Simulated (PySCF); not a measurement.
# C$_{3}$H$_{9}$Si (SMILES [CH2][SiH](C)C) (doublet): what the fields show

```yaml
atoms:
  - { symbol: C, position_ang: [-0.0253, 1.9068, -0.0766] }
  - { symbol: Si, position_ang: [0.0119, 0.1121, -0.5139] }
  - { symbol: C, position_ang: [-1.5464, -0.7635, 0.1643] }
  - { symbol: C, position_ang: [1.5623, -0.6999, 0.2283] }
  - { symbol: H, position_ang: [0.7238, 2.3807, 0.5333] }
  - { symbol: H, position_ang: [-0.8049, 2.5662, -0.4159] }
  - { symbol: H, position_ang: [0.0152, -0.0682, -1.9804] }
  - { symbol: H, position_ang: [-1.6159, -0.6738, 1.2443] }
  - { symbol: H, position_ang: [-2.4463, -0.3320, -0.2622] }
  - { symbol: H, position_ang: [-1.5365, -1.8212, -0.0813] }
  - { symbol: H, position_ang: [2.4668, -0.2690, -0.1896] }
  - { symbol: H, position_ang: [1.5864, -1.7667, 0.0259] }
  - { symbol: H, position_ang: [1.6044, -0.5712, 1.3061] }
```

Geometry: GFN2-xTB.

The calculation used PySCF 2.14.0, density-fitted response routines, UKS B3LYP, pcH-1 on C H Si, non-relativistic, mean-field spin-orbit, GIAO.

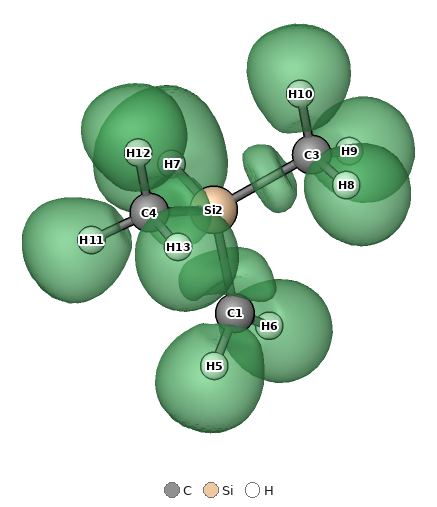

Figure 1. Isosurface of the electron localisation function at 0.8 (green), seen at a tilt. Only the valence region is drawn (cores and ρ < 0.01 e/Å³ removed).

What do the ELF domains correspond to?

The surface consists of three regions between bonded C–Si atoms (shared pairs) and nine regions around hydrogen nuclei.


C–Si (1.85 Å): the ELF peaks at about 0.95 between the atoms, as expected for localised, covalent bonding. C–H (1.08 Å): the ELF climbs to about 1 towards the hydrogen, as it does in any bond to H (an ordinary covalent bond to hydrogen).

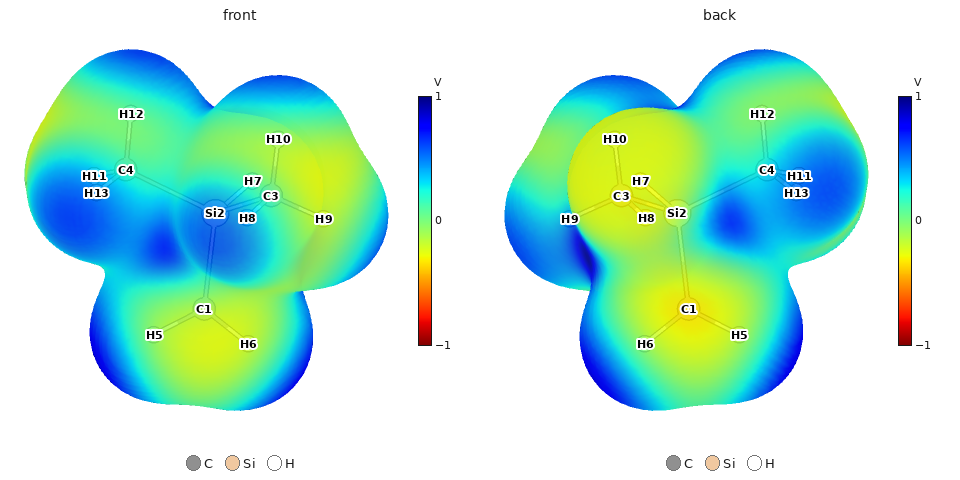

Figure 2. The molecular electrostatic potential painted on the density surface at 0.002 e/bohr³, seen from the front and from behind; the colour scale runs from red (negative) to blue (positive).

Describe the electrostatic potential map.

The most negative region (about −0.3 V) lies over C1 and H7, the most positive (about +0.8 V) over Si2, H5 and H6.

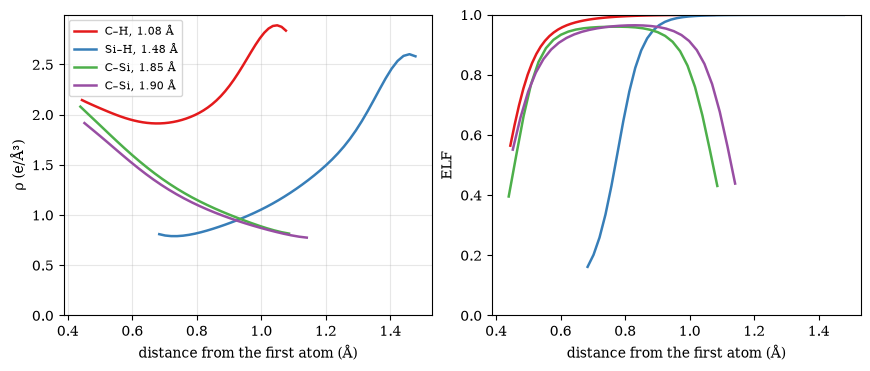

Figure 3. Total electron density and electron localisation function along straight lines between neighbouring atoms. The curves leave out the atomic cores.

Compare the contacts.

C–H (1.08 Å): ρ at the midpoint is about 2 e/Å³; the ELF climbs to about 1 towards the hydrogen; a covalent bond by its length.
Si–H (1.48 Å): ρ is about 0.79 e/Å³ halfway; the ELF climbs to about 1 towards the hydrogen.
C–Si (1.85 Å): ρ at the midpoint is about 0.97 e/Å³; the ELF peaks at about 0.95 between the atoms (localised, covalent bonding).
C–Si (1.90 Å): ρ is about 0.92 e/Å³ halfway; the ELF peaks at about 0.95 between the atoms, as expected for a covalent bond.
